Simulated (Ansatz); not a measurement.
# SiHF (SMILES F[SiH]) at CCSD/STO-3G

Aim: the vertical ionisation energy of SiHF at CCSD/STO-3G, from 2 runs. 

Program for the calculation: Ansatz 0.2.0.

61 further runs of the same task are left out: 7 that didn't finish, 54 set aside as unsound or not needed.

### 1 The system as given

The species is SiHF (3 atoms), meant as a singlet with charge 0. SMILES: `F[SiH]`. Geometry: relaxed at PBE0-D4/def2-TZVP.

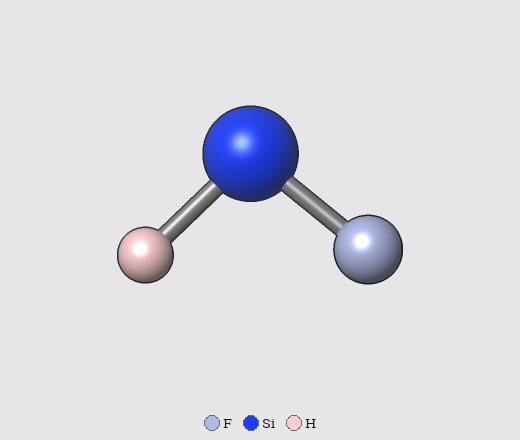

The structure, seen from a chosen angle (fluorine light blue, silicon blue, hydrogen pink).

### 2 A single-point energy at CCSD/STO-3G

Contents of in.yaml:

```yaml
crystal:
  periodic: [false, false, false]
  atoms:
    - {symbol: F, position_ang: [-1.090200, 0.024400, -0.602300]}
    - {symbol: Si, position_ang: [0.186800, 0.629400, 0.173800]}
    - {symbol: H, position_ang: [0.892400, -0.718600, 0.415300]}
basis:
  gaussian: {orbitals: STO-3G}
correlation: {method: ccsd, frozen_orbitals: {F: 1, H: 0, Si: 5}}
accuracy: high
scf: {omitted_lower_state_checks: [cluster_reference, increment]}
```

On the command line:

```
$ ansatz run in.yaml --threads 1 --pin off --max-ram 2610MiB --events-out events.jsonl --progress --plain --runs-dir runs
```

What it wrote, cut to the lines that bear on the results:

```text
Warning: RAYON_NUM_THREADS=1 ignored (pool sized by the plan → 1); use --threads N
Functional definition: HF
  name "HF"
[...]
246 factors; integrals over basis functions are off by at most 3.3e-8 eV
[...]
mean field -10453.75566608 eV, -384.1684349183 hartree, gradient 5.5e-8 eV, S^2 0.000000; 0 other end points of the search recorded, 0 dependent functions left out
6 core orbitals not correlated: weight in the atoms' cores, before any rotation towards them, 1.000 or more for the frozen orbitals, at most 0.000 for the correlated occupied ones
reference -10453.75566608 eV, -384.1684349183 hartree; 6, 6 occupied and 3, 3 virtual orbitals, 246 factors
second order -1.44641007 eV of doubles, -0.00000000 eV of singles
cycle   1  -1.63094583 eV  change   -1.8e-1 eV  update   9.1e-2
[...]
cycle  19  -1.89681964 eV  change  -3.7e-10 eV  update  8.9e-10
Total energy: -10455.65248572 eV, -384.2381417544 hartree
Checks for a lower state left out: cluster_reference, increment
```

Wall time 0.12 s (1 thread of AMD EPYC 9R14 (Zen 4), shared host).

### 3 The doublet cation, same level

Contents of in.yaml:

```yaml
basis:
  gaussian:
    orbitals: STO-3G
crystal:
  periodic: [false, false, false]
  atoms:
    - {symbol: F, position_ang: [-1.090200, 0.024400, -0.602300]}
    - {symbol: Si, position_ang: [0.186800, 0.629400, 0.173800]}
    - {symbol: H, position_ang: [0.892400, -0.718600, 0.415300]}
total_charge: 1
correlation:
  method: ccsd
  frozen_orbitals: {F: 1, H: 0, Si: 5}
accuracy: high
magnetization:
  spin_polarized: true
  initial_magnetization: 1
scf:
  omitted_lower_state_checks: [cluster_reference, increment]
```

On the command line:

```
$ ansatz run in.yaml --threads 1 --pin off --max-ram 2610MiB --events-out events.jsonl --progress --plain --runs-dir runs
```

What it wrote, cut to the lines that bear on the results:

```text
Warning: RAYON_NUM_THREADS=1 ignored (pool sized by the plan → 1); use --threads N
Functional definition: HF
  name "HF"
[...]
245 factors; integrals over basis functions are off by at most 3.3e-8 eV
[...]
mean field -10447.77068420 eV, -383.9484908909 hartree, gradient 2.7e-8 eV, S^2 0.772556; 5 other end points of the search recorded, 0 dependent functions left out
6 core orbitals not correlated: weight in the atoms' cores, before any rotation towards them, 1.000 or more for the frozen orbitals, at most 0.000 for the correlated occupied ones
reference -10447.77068420 eV, -383.9484908909 hartree; 6, 5 occupied and 3, 4 virtual orbitals, 245 factors
second order -1.66935166 eV of doubles, -0.00000000 eV of singles
cycle   1  -1.75028917 eV  change   -8.1e-2 eV  update   1.3e-1
[...]
cycle  29  -2.15600528 eV  change  -3.0e-10 eV  update  2.0e-10
Total energy: -10449.92668948 eV, -384.0277226237 hartree
Checks for a lower state left out: cluster_reference, increment
```

Run time: 0.24 s. Hardware: 1 thread of AMD EPYC 9R14 (Zen 4), shared host.

### 4 Summary of results

At CCSD/STO-3G, 6 core orbitals frozen:

| quantity | value |
| --- | --- |
| singlet SiHF: total energy | -384.23814 Eh |
| singlet SiHF: correlation energy (6 core orbitals frozen) | -69.7 mEh |
| singlet SiHF: T1 diagnostic | 0.023 |
| doublet cation: total energy | -384.02772 Eh |
| doublet cation: correlation energy (6 core orbitals frozen) | -79.2 mEh |
| doublet cation: ⟨S²⟩ of the reference determinant | 0.773 |
| doublet cation: T1 diagnostic | 0.040 |
| vertical ionisation energy (to the doublet cation) | 5.726 eV |

**Reading.** Removing an electron at fixed nuclei costs 5.73 eV (552 kJ/mol). In a minimal basis such a difference can be off by several eV, whatever the method. The T1 diagnostic (singlet SiHF) of 0.023 is above the customary mark for such species, so a single reference may not serve.
